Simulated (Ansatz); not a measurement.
# SiO2: a point defect seen from the nuclei (Sn on a Si site)

Wanted: the field gradients around Sn on a Si site in SiO2, cell charge 0, before and after the neighbours move. The cell is a supercell built from a computed entry of the Materials Project. Planned: a single point, then a relaxation.

Computed with Ansatz 0.2.0 (DFT, PBE, plane-wave PAW, default files, scalar-relativistic, unless a step's input says otherwise).

## Step 1: The system as given

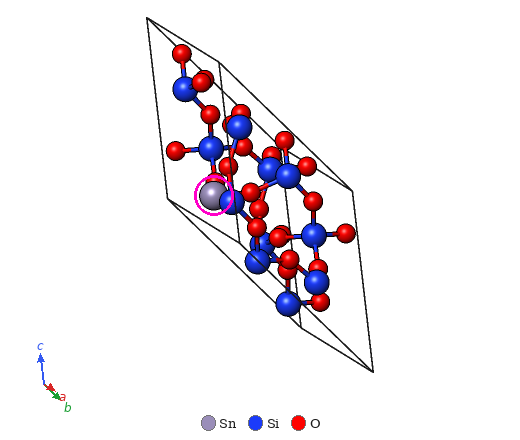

Start, viewed slightly off an axis; tin purple, silicon blue, oxygen red. Atom 1 is ringed.

Structure file:

```xyz
36
Lattice="-7.3748 4.2579 5.4316 7.3748 -4.2579 5.4316 2.4583 4.2579 -5.4316" Properties=species:S:1:pos:R:3 pbc="T T T"
Sn   -1.1524    1.9961    1.8105
Si   -1.1524    1.9961    7.2422
Si   -3.6107    6.2539    1.8105
Si    3.7641    1.9961    1.8105
Si    1.3058    2.2618    0.0000
Si    1.3058    2.2618    5.4316
Si   -3.6107    2.2618    5.4316
Si    3.7641   -1.9961    5.4316
Si    2.3049    0.0000    3.6211
Si   -5.0700    4.2579    3.6211
Si   -0.1534    4.2579    3.6211
Si   -0.1534    4.2579   -1.8105
O    -1.0875    3.1144    2.9756
O     6.2874   -1.1435    2.9756
O     3.8291    3.1144   -2.4561
O     3.8291    3.1144    2.9756
O     0.7826    3.6424    4.7861
O     0.7826    3.6424   -0.6455
O     3.2409   -0.6154    4.7861
O    -4.1340    3.6424    4.7861
O     0.3049    1.7589    1.1650
O     0.3049    1.7589    6.5966
O    -2.1534    6.0168    1.1650
O     5.2214    1.7589    1.1650
O     1.3708    1.1435    4.2666
O     1.3708    1.1435   -1.1650
O     6.2874    1.1435   -1.1650
O    -1.0875    5.4014   -1.1650
O     2.7632    2.4989    0.6455
O     2.7632    2.4989    6.0772
O    -2.1534    2.4989    6.0772
O     5.2214   -1.7589    6.0772
O     3.2409    0.6154    2.4561
O    -4.1340    4.8733    2.4561
O     0.7826    4.8733    2.4561
O     0.7826    4.8733   -2.9756
```

Atom 1 of the input is the impurity.

## Step 2: Gradients at the starting positions

Input file input.yaml:

```yaml
crystal:
  lattice:
    - [-7.3748367111, 4.2578639604, 5.4316252501]
    - [7.3748367111, -4.2578639604, 5.4316252501]
    - [2.4582789037, 4.2578639604, -5.4316252501]
  atoms:
    - { symbol: Sn, position: [0.4010657817, 0.1666666667, 0.234399115] }
    - { symbol: Si, position: [0.9010657817, 0.6666666667, 0.234399115] }
    - { symbol: Si, position: [0.9010657817, 0.1666666667, 0.734399115] }
    - { symbol: Si, position: [0.4010657817, 0.6666666667, 0.734399115] }
    - { symbol: Si, position: [0.265600885, 0.265600885, 0.53120177] }
    - { symbol: Si, position: [0.765600885, 0.765600885, 0.53120177] }
    - { symbol: Si, position: [0.765600885, 0.265600885, 0.03120177] }
    - { symbol: Si, position: [0.265600885, 0.765600885, 0.03120177] }
    - { symbol: Si, position: [0.3333333333, 0.5677324483, 0.234399115] }
    - { symbol: Si, position: [0.8333333333, 0.0677324483, 0.234399115] }
    - { symbol: Si, position: [0.8333333333, 0.5677324483, 0.734399115] }
    - { symbol: Si, position: [0.3333333333, 0.0677324483, 0.734399115] }
    - { symbol: O, position: [0.639629695, 0.34617898, 0.437989075] }
    - { symbol: O, position: [0.139629695, 0.84617898, 0.437989075] }
    - { symbol: O, position: [0.139629695, 0.34617898, 0.937989075] }
    - { symbol: O, position: [0.639629695, 0.84617898, 0.937989075] }
    - { symbol: O, position: [0.8683072867, 0.7340271817, 0.721181535] }
    - { symbol: O, position: [0.3683072867, 0.2340271817, 0.721181535] }
    - { symbol: O, position: [0.3683072867, 0.7340271817, 0.221181535] }
    - { symbol: O, position: [0.8683072867, 0.2340271817, 0.221181535] }
    - { symbol: O, position: [0.3137924183, 0.2415232383, 0.34082939] }
    - { symbol: O, position: [0.8137924183, 0.7415232383, 0.34082939] }
    - { symbol: O, position: [0.8137924183, 0.2415232383, 0.84082939] }
    - { symbol: O, position: [0.3137924183, 0.7415232383, 0.84082939] }
    - { symbol: O, position: [0.5270369717, 0.5993061517, 0.34082939] }
    - { symbol: O, position: [0.0270369717, 0.0993061517, 0.34082939] }
    - { symbol: O, position: [0.0270369717, 0.5993061517, 0.84082939] }
    - { symbol: O, position: [0.5270369717, 0.0993061517, 0.84082939] }
    - { symbol: O, position: [0.3528742483, 0.4871543533, 0.721181535] }
    - { symbol: O, position: [0.8528742483, 0.9871543533, 0.721181535] }
    - { symbol: O, position: [0.8528742483, 0.4871543533, 0.221181535] }
    - { symbol: O, position: [0.3528742483, 0.9871543533, 0.221181535] }
    - { symbol: O, position: [0.29835938, 0.591810095, 0.437989075] }
    - { symbol: O, position: [0.79835938, 0.091810095, 0.437989075] }
    - { symbol: O, position: [0.79835938, 0.591810095, 0.937989075] }
    - { symbol: O, position: [0.29835938, 0.091810095, 0.937989075] }
kpoints:
  mp_grid: { grid: [3, 3, 4] }
scf:
  occupations: { method: fermi_dirac, width: 0.01 }
hamiltonian:
  xc: pbe
  pseudopotentials: { kind: paw }
output:
  forces: true
  stress: true
  populations: true
  efg:
    quadrupole_moments_barn: { Sn: -0.132, O: -0.02558 }
    contact_densities: true
```

The run is started by

```bash
$ ansatz run input.yaml --threads 1 --pin off --max-ram 3072MiB --backend cpu --events-out ev --progress --plain --runs-dir out
```

The log of the run:

```text
Warning: RAYON_NUM_THREADS=1 ignored (pool sized by the plan → 1); use --threads N
Sn: output.efg is read without spin–orbit coupling, which moves field gradients at and beside such atoms by some per cent and up to a factor of two; PAW files take it under magnetization.noncollinear and magnetization.spin_orbit
Engine: ansatz 0.2.0, aarch64-unknown-linux-gnu
Pseudopotentials: kind: paw
Pseudopotential: Sn, paw, valence charge 14, recommended cutoff 420 eV (normal), Sn.paw.azcp
Pseudopotential: Si, paw, valence charge 4, recommended cutoff 420 eV (normal), Si.paw.azcp
Pseudopotential: O, paw, valence charge 6, recommended cutoff 420 eV (normal), O.paw.azcp
Functional definition: PBE
  parameter kappa = 0.804
  parameter beta = 0.06672455060314922
  exchange = pbe_x(kappa = kappa, mu = beta*pi^2/3)
  correlation = pbe_c(beta = beta)
Crystal: 36 atoms, lattice volume = 454.823 Å³
Basis set: ecut = 420 eV, 8919 PW (Γ), exchange–correlation on 144×144×100 points (8 copies of the dense FFT grid, shifted against one another)
Bands: 137, of which v1, the nominal top of the filled ones, is band 101 counted from 1 (100 counted from 0)
Symmetry: 1 space group operations
Space group: P1 (ITA 1), of the structure as read, at distance tolerance 7.7e-5 Å
k-points: 19 of 36 (time reversal used)
Non-local potential: Sn, projectors of the file, l = 0: 2, l = 1: 2, l = 2: 2, l = 3: 2
Non-local potential: Si, projectors of the file, l = 0: 2, l = 1: 2, l = 2: 2
Non-local potential: O, projectors of the file, l = 0: 2, l = 1: 2, l = 2: 1
PAW form: soft (Blöchl's): semilocal exchange-correlation on the pseudo side does not see the compensation charge
PAW one-centre angular grid: Sn, 590 points (default); XC on 64 Gauss nodes
PAW one-centre angular grid: Si, 110 points (default); XC on 64 Gauss nodes
PAW one-centre angular grid: O, 110 points (default); XC on 64 Gauss nodes
Initial density: superposition of atomic densities (neutral atoms: chi_scale 0, normalization atom), corrected by the library's trained network
Initial wavefunctions: pseudopotential atomic-orbital guess
Functional: x = pbe(κ = 0.804, μ = 0.2195149727645171), c = pbe(β = 0.06672455060314922)
SCF iter   1: F=—  HF=-26662.582021 eV  |F-HF|=—  |Δ(HF+E_count)|=         —  Δρ=1.98e-3  dr2=2.01e-2  ethr=1.77e-3  ⟨swp⟩=7.0  Hψ=12887  notcnv=0  defer=299
preconditioner: auto → Resta (q_TF=auto, 2.383 Å⁻¹)  ε∞=3.0  [insulator: Δε(μ)=5.774 eV  Ē_g=17.522 eV  σ=0.010 eV  W_gap=1.00  n_scr=104 (ndim 8)  ℏωp=24.7 eV  f_vac=0.123  D(μ)=0.00/eV (n_scr^D=0)  ε∞_Penn≈3.0]
SCF iter   2: F=—  HF=-26662.584078 eV  |F-HF|=—  |Δ(HF+E_count)|=   2.06e-3  Δρ=9.90e-4  dr2=5.33e-3  ethr=9.94e-6  ⟨swp⟩=2.9  Hψ=4509  notcnv=0  defer=600
SCF iter   3: F=—  HF=-26662.585602 eV  |F-HF|=—  |Δ(HF+E_count)|=   1.52e-3  Δρ=3.87e-4  dr2=1.17e-3  ethr=2.64e-6  ⟨swp⟩=2.1  Hψ=3454  notcnv=0  defer=600
SCF iter   4: F=—  HF=-26662.585503 eV  |F-HF|=—  |Δ(HF+E_count)|=   9.93e-5  Δρ=1.21e-4  dr2=7.42e-5  ethr=5.81e-7  ⟨swp⟩=2.0  Hψ=3385  notcnv=0  defer=600
SCF iter   5: F=—  HF=-26662.585541 eV  |F-HF|=—  |Δ(HF+E_count)|=   3.75e-5  Δρ=6.39e-5  dr2=1.22e-5  ethr=3.67e-8  ⟨swp⟩=2.5  Hψ=3978  notcnv=0  defer=600
SCF iter   6: F=—  HF=-26662.585541 eV  |F-HF|=—  |Δ(HF+E_count)|=   6.61e-7  Δρ=1.91e-5  dr2=1.34e-6  ethr=6.06e-9  ⟨swp⟩=2.0  Hψ=3888  notcnv=0  defer=600
SCF iter   7: F=-26662.585542 eV  HF=-26662.585542 eV  |F-HF|=1.25e-7  |Δ(HF+E_count)|=   5.70e-7  Δρ=4.05e-6  dr2=8.52e-8  ethr=4.95e-11  ⟨swp⟩=12.7  Hψ=16377  notcnv=0
SCF 1 converged in 7 iterations: F = -26662.585542 eV  dr2 = 8.52e-8
SCF converged after 7 iterations
Free energy (F): -26662.585542 eV
Harris-Foulkes:  -26662.585542 eV  (|F-HF|=1.25e-7)
Internal energy: -26662.585542 eV  (E = F + TS)
E sigma→0 (E₀):  -26662.585542 eV
Fermi energy:    5.833959 eV
--- Per-component energies (eV) ---
  E_band       = -895.668359
  E_kinetic    = 5013.261621
  E_local      = -13674.824507  (includes V_loc(G=0)·N_el)
  E_nonlocal   = 1402.363251
  E_hartree    = 5282.750158
  E_xc         = -2784.148231
  E_vxc        = -2902.415396  (∫ρ·V_xc dr)
  E_paw        = -13618.768086  (= ΣΔE_a)
  E_vpaw       = -1299.619035  (= ΣTr[D̂ρ^β])
  E_aug_tail   = 0.062878  (compensation charges beyond the density's cutoff)
  E_ewald      = -8283.282625
  E_smearing   = -0.000000  (= −TS)
  E_closure    = 0.000000  (closes the sum)
  Σ components = -26662.585542   (vs F -26662.585542, Δ=0.00e0)
--- Forces (eV/Å), atoms counted from 1 ---
  atom   1  Sn    -0.11045655     0.19137255    -0.03096869
  atom   2  Si    -0.00855623     0.14225190     0.08462030
  atom   3  Si    -0.02417573     0.03781430     0.03057699
  atom   4  Si    -0.11042023     0.06368099    -0.08439256
  atom   5  Si     0.05972274    -0.38232088     0.33021260
  atom   6  Si    -0.02787965    -0.05360413     0.07101852
  atom   7  Si    -0.03092670     0.02292657     0.03083649
  atom   8  Si     0.30643008     0.22617388    -0.23166285
  atom   9  Si     0.19888358    -0.10405908     0.04608045
  atom  10  Si    -0.02371794     0.06826000     0.04115074
  atom  11  Si    -0.48703694    -0.04839293     0.11534118
  atom  12  Si     0.31938807    -0.27300513    -0.40133501
  atom  13  O      1.07184757    13.38575140    13.83129347
  atom  14  O     -0.37970513    -0.11757013     0.13802566
  atom  15  O     -0.27684580     0.02232972     0.11524289
  atom  16  O     -0.23183241     0.01116363     0.15951529
  atom  17  O      0.27182687     0.21298535     0.26221940
  atom  18  O      0.09664334     0.21365298     0.29317387
  atom  19  O     -0.05948226     0.33730668     0.03506819
  atom  20  O      0.15133490     0.17403718     0.14165176
  atom  21  O     17.68169776    -2.66933842    -8.06680380
  atom  22  O      0.13174686    -0.22451117     0.10162662
  atom  23  O      0.11850923    -0.23849656     0.13766120
  atom  24  O      0.12134211    -0.24499356     0.22587886
  atom  25  O     -0.33175832     0.03918255    -0.19312272
  atom  26  O     -0.19977131    -0.07611990    -0.28958518
  atom  27  O     -0.25093705     0.05282187    -0.10338362
  atom  28  O     -0.26004550     0.05449787    -0.14487671
  atom  29  O      0.30353523     0.28036669    -0.13576156
  atom  30  O      0.09795692     0.22775620    -0.15600073
  atom  31  O      0.09392363     0.19619052    -0.16205473
  atom  32  O    -12.11053422     5.79282562   -13.79230932
  atom  33  O      0.12268060    -0.20721921    -0.12625431
  atom  34  O      0.16307698    -0.21417232    -0.16668554
  atom  35  O      0.15751007    -0.24652337    -0.20130518
  atom  36  O     -6.54398973   -16.65301327     8.09526876
  max |Σ_I F_I| component: 3.93e-5 eV/Å
--- Stress (GPa, compression-positive) ---
       20.387744      -0.191587      -0.167014
       -0.191586      20.611205      -0.096747
       -0.167014      -0.096732      20.726136
  P = ⅓ Tr σ = 20.5750 GPa (205.750 kbar)
--- PAW observables at the nuclei: V_zz in 10²¹ V/m², potentials from the cell's mean, atoms counted from 1 ---
  atom   1  Sn V_zz =    +3.169118   η = 0.6631   by run symmetry: allowed   C_q = -10.1150 MHz
            electrostatic potential = -8170.864048 V   contact ρ = 1236244.034961 e/Å³
  atom   2  Si V_zz =    +0.798606   η = 0.5544   by run symmetry: allowed
            electrostatic potential = -1355.517770 V   contact ρ = 12801.295464 e/Å³
  atom   3  Si V_zz =    +0.798063   η = 0.6069   by run symmetry: allowed
            electrostatic potential = -1355.488464 V   contact ρ = 12801.296478 e/Å³
  atom   4  Si V_zz =    +0.800760   η = 0.5677   by run symmetry: allowed
            electrostatic potential = -1355.538472 V   contact ρ = 12801.300726 e/Å³
  atom   5  Si V_zz =    +0.888251   η = 0.3396   by run symmetry: allowed
            electrostatic potential = -1355.730655 V   contact ρ = 12801.467707 e/Å³
  atom   6  Si V_zz =    +0.791287   η = 0.6035   by run symmetry: allowed
            electrostatic potential = -1355.477027 V   contact ρ = 12801.304743 e/Å³
  atom   7  Si V_zz =    +0.803166   η = 0.6407   by run symmetry: allowed
            electrostatic potential = -1355.492339 V   contact ρ = 12801.304856 e/Å³
  atom   8  Si V_zz =    -0.849930   η = 0.6817   by run symmetry: allowed
            electrostatic potential = -1355.747897 V   contact ρ = 12801.499922 e/Å³
  atom   9  Si V_zz =    +0.810538   η = 0.4073   by run symmetry: allowed
            electrostatic potential = -1355.522673 V   contact ρ = 12801.314727 e/Å³
  atom  10  Si V_zz =    +0.805801   η = 0.6707   by run symmetry: allowed
            electrostatic potential = -1355.523420 V   contact ρ = 12801.301211 e/Å³
  atom  11  Si V_zz =    -0.909723   η = 0.5365   by run symmetry: allowed
            electrostatic potential = -1355.702766 V   contact ρ = 12801.492750 e/Å³
  atom  12  Si V_zz =    +0.887855   η = 0.3484   by run symmetry: allowed
            electrostatic potential = -1355.699830 V   contact ρ = 12801.472217 e/Å³
  atom  13  O  V_zz =    +8.070823   η = 0.1894   by run symmetry: allowed   C_q = -4.9920 MHz
            electrostatic potential = -620.629757 V   contact ρ = 2154.010285 e/Å³
  atom  14  O  V_zz =    +9.278133   η = 0.1670   by run symmetry: allowed   C_q = -5.7387 MHz
            electrostatic potential = -619.912085 V   contact ρ = 2153.557535 e/Å³
  atom  15  O  V_zz =    +9.246046   η = 0.1993   by run symmetry: allowed   C_q = -5.7189 MHz
            electrostatic potential = -619.825987 V   contact ρ = 2153.579246 e/Å³
  atom  16  O  V_zz =    +9.220019   η = 0.2078   by run symmetry: allowed   C_q = -5.7028 MHz
            electrostatic potential = -619.842500 V   contact ρ = 2153.587073 e/Å³
  atom  17  O  V_zz =    +9.142030   η = 0.2247   by run symmetry: allowed   C_q = -5.6545 MHz
            electrostatic potential = -619.802794 V   contact ρ = 2153.566428 e/Å³
  atom  18  O  V_zz =    +9.082265   η = 0.1894   by run symmetry: allowed   C_q = -5.6176 MHz
            electrostatic potential = -619.864557 V   contact ρ = 2153.608420 e/Å³
  atom  19  O  V_zz =    +9.125880   η = 0.2135   by run symmetry: allowed   C_q = -5.6446 MHz
            electrostatic potential = -619.927729 V   contact ρ = 2153.622786 e/Å³
  atom  20  O  V_zz =    +9.235501   η = 0.2000   by run symmetry: allowed   C_q = -5.7124 MHz
            electrostatic potential = -619.831108 V   contact ρ = 2153.592701 e/Å³
  atom  21  O  V_zz =    +8.087827   η = 0.1943   by run symmetry: allowed   C_q = -5.0025 MHz
            electrostatic potential = -620.659270 V   contact ρ = 2153.969739 e/Å³
  atom  22  O  V_zz =    +9.254263   η = 0.2047   by run symmetry: allowed   C_q = -5.7240 MHz
            electrostatic potential = -619.829082 V   contact ρ = 2153.584215 e/Å³
  atom  23  O  V_zz =    +9.242953   η = 0.2086   by run symmetry: allowed   C_q = -5.7170 MHz
            electrostatic potential = -619.810635 V   contact ρ = 2153.576050 e/Å³
  atom  24  O  V_zz =    +9.162605   η = 0.1984   by run symmetry: allowed   C_q = -5.6673 MHz
            electrostatic potential = -619.844225 V   contact ρ = 2153.582462 e/Å³
  atom  25  O  V_zz =    +9.189816   η = 0.2237   by run symmetry: allowed   C_q = -5.6841 MHz
            electrostatic potential = -619.774236 V   contact ρ = 2153.552517 e/Å³
  atom  26  O  V_zz =    +9.196732   η = 0.2110   by run symmetry: allowed   C_q = -5.6884 MHz
            electrostatic potential = -619.899185 V   contact ρ = 2153.581839 e/Å³
  atom  27  O  V_zz =    +9.077867   η = 0.2142   by run symmetry: allowed   C_q = -5.6149 MHz
            electrostatic potential = -619.956650 V   contact ρ = 2153.634359 e/Å³
  atom  28  O  V_zz =    +9.123196   η = 0.1781   by run symmetry: allowed   C_q = -5.6429 MHz
            electrostatic potential = -619.796823 V   contact ρ = 2153.618520 e/Å³
  atom  29  O  V_zz =    +9.259228   η = 0.1725   by run symmetry: allowed   C_q = -5.7270 MHz
            electrostatic potential = -619.926231 V   contact ρ = 2153.554292 e/Å³
  atom  30  O  V_zz =    +9.246113   η = 0.1973   by run symmetry: allowed   C_q = -5.7189 MHz
            electrostatic potential = -619.805759 V   contact ρ = 2153.580074 e/Å³
  atom  31  O  V_zz =    +9.238761   η = 0.2025   by run symmetry: allowed   C_q = -5.7144 MHz
            electrostatic potential = -619.828272 V   contact ρ = 2153.590498 e/Å³
  atom  32  O  V_zz =    +8.066690   η = 0.1933   by run symmetry: allowed   C_q = -4.9894 MHz
            electrostatic potential = -620.651024 V   contact ρ = 2154.003382 e/Å³
  atom  33  O  V_zz =    +9.236788   η = 0.2095   by run symmetry: allowed   C_q = -5.7132 MHz
            electrostatic potential = -619.852269 V   contact ρ = 2153.587217 e/Å³
  atom  34  O  V_zz =    +9.247647   η = 0.2055   by run symmetry: allowed   C_q = -5.7199 MHz
            electrostatic potential = -619.824188 V   contact ρ = 2153.571082 e/Å³
  atom  35  O  V_zz =    +9.180745   η = 0.1938   by run symmetry: allowed   C_q = -5.6785 MHz
            electrostatic potential = -619.821185 V   contact ρ = 2153.579287 e/Å³
  atom  36  O  V_zz =    +8.086881   η = 0.1975   by run symmetry: allowed   C_q = -5.0019 MHz
            electrostatic potential = -620.645009 V   contact ρ = 2153.977683 e/Å³
--- Band table (eV; the first three rows and the last of 19) ---
[... 4 lines left out ...]
--- Löwdin populations: 36 sites ---
  site symbol       q [e]
     0     Sn     11.8831
     1     Si      2.2033
     2     Si      2.2023
     3     Si      2.2039
     4     Si      2.2161
     5     Si      2.2051
     6     Si      2.2046
     7     Si      2.2158
     8     Si      2.2046
     9     Si      2.2042
    10     Si      2.2164
    11     Si      2.2167
    12      O      6.8476
    13      O      6.7916
    14      O      6.7907
    15      O      6.7909
    16      O      6.7927
    17      O      6.7930
    18      O      6.7915
    19      O      6.7899
    20      O      6.8484
    21      O      6.7899
    22      O      6.7906
    23      O      6.7924
    24      O      6.7923
    25      O      6.7920
    26      O      6.7918
    27      O      6.7909
    28      O      6.7924
    29      O      6.7905
    30      O      6.7901
    31      O      6.8481
    32      O      6.7902
    33      O      6.7911
    34      O      6.7921
    35      O      6.8478
  spilling = 0.012896 (of n_electrons = 202.000000)
```

It took 3.2 min on 1 thread of Arm Neoverse V2, shared host; peak memory 1.3 GiB.

At the end: gap on the mesh 5.75 eV, largest force 19.639 eV/Å, pressure 20.6 GPa.

Like atoms gathered into sites: 13 of 36, those nearest the defect, the farthest of each element and the two largest gradients.

```
site  atoms  distance from the defect (Å)  V_zz (10²¹ V/m²)     η    C_Q (MHz)
  Sn      1                          0.00              3.17  0.66            –
 O21     21                          1.61              8.09  0.19  -5.00 (¹⁷O)
 O36     36                          1.61              8.09  0.20  -5.00 (¹⁷O)
 O32     32                          1.62              8.07  0.19  -4.99 (¹⁷O)
 O13     13                          1.62              8.07  0.19  -4.99 (¹⁷O)
 Si8      8                          3.06             -0.85  0.68            –
 Si5      5                          3.06              0.89  0.34            –
Si11     11                          3.06             -0.91  0.54            –
Si12     12                          3.06              0.89  0.35            –
 O14     14                          4.12              9.28  0.17  -5.74 (¹⁷O)
 O29     29                          4.12              9.26  0.17  -5.73 (¹⁷O)
 Si2      2                          4.92              0.80  0.55            –
 O16     16                          5.11              9.22  0.21  -5.70 (¹⁷O)
```

V_zz is the principal component of the electric field gradient with the largest magnitude, η = (V_xx − V_yy)/V_zz and C_Q = eQV_zz/h. Quadrupole moments are those of Pyykkö's year-2017 table. A dash under C_Q marks elements without a common quadrupolar isotope.

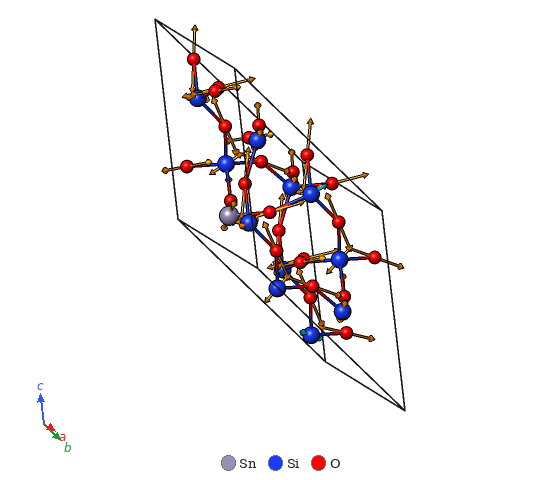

Double arrows mark the V_zz axes (orange positive, teal negative); their length grows with the root of |V_zz|.

(Part 1 of 2 ends here.)
